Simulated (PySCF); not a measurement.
C₅H₉BOSi

Input

```
{"job": {"kind": "nmr", "xc": "PBE0", "basis": "pcSseg-1"}, "charge": 0, "multiplicity": 1}
B     -2.176586    -1.882716    -0.150512
C     -2.273809    -0.383673     0.127014
C     -1.236647     0.460686    -0.026525
C     -1.153754     1.898658     0.175222
C      0.127955     2.203368    -0.107790
Si     0.588241     0.409621    -0.556474
O      1.497457    -0.456947     0.460409
C      2.859511    -0.764832     0.417845
H     -3.098834    -2.585347     0.019303
H     -1.165098    -2.324170    -0.543611
H     -3.207536     0.057519     0.473095
H     -1.960480     2.547999     0.480292
H      0.571436     3.186294    -0.068879
H      0.962689     0.200946    -1.954374
H      3.048773    -1.547724     1.152726
H      3.459773     0.113734     0.664937
H      3.149913    -1.121387    -0.572587
```

Launched as:

```sh
OMP_NUM_THREADS=1 python probes_run.py task.json out
```

Geometry: GFN2-xTB.

Method: PySCF, PBE0/pcSseg-1, SCF density, gas phase, non-relativistic.

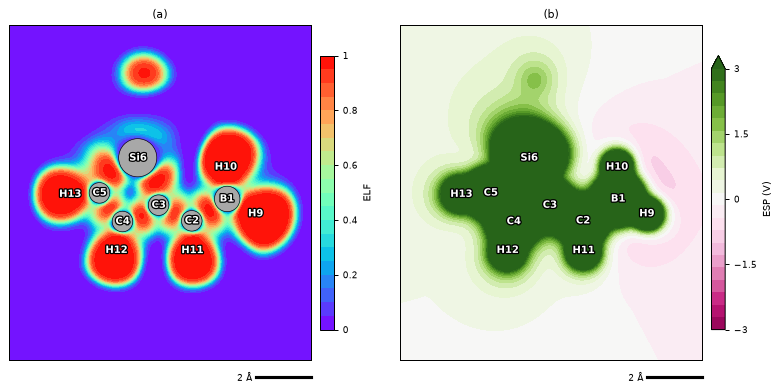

Figure 1. (a) electron localisation function; (b) molecular electrostatic potential on the plane of atoms C2, C3 and Si6. Grey discs cover the atomic cores in the ELF map.

### What does the map show?

- The section cuts through B, C, Si and H sites.
- C–C (1.35 Å): the ELF peaks at about 0.95 between the atoms: a covalent bond.
- C–B (1.53 Å): the ELF peaks at about 1 between the atoms; localised, covalent bonding.
- C–Si (1.90 Å): the ELF peaks at about 0.95 between the atoms; a shared electron pair.
- C–H (1.08 Å): the ELF climbs to about 1 towards the hydrogen, as it does in any bond to H; a covalent bond by its length.
- C–C (1.45 Å): the ELF peaks at about 0.95 between the atoms: a covalent bond.
- Outside the dense part of the molecule the potential is most negative (−0.8 V) near H9.

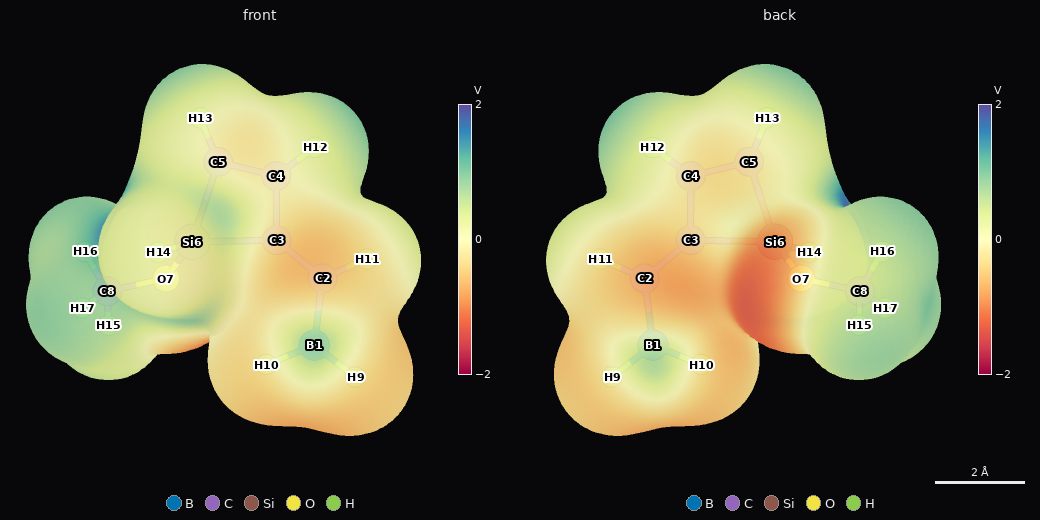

Figure 2. The electrostatic potential painted on the density surface at 0.002 e/bohr³, seen from the front and from behind; the colour scale runs from red (negative) to blue (positive).

### Which sites attract a positive test charge, and which a negative one?

A positive charge is drawn to the negative regions and a negative charge to the positive ones. The most negative region (about −1.3 V, or −30 kcal/mol for a unit charge) lies over O7, the most positive (about +1.8 V, or +42 kcal/mol for a unit charge) over Si6. O7 is the likeliest acceptor of a hydrogen bond.

### What dipole moment does the calculation give?

Its dipole moment is 3.13 D.
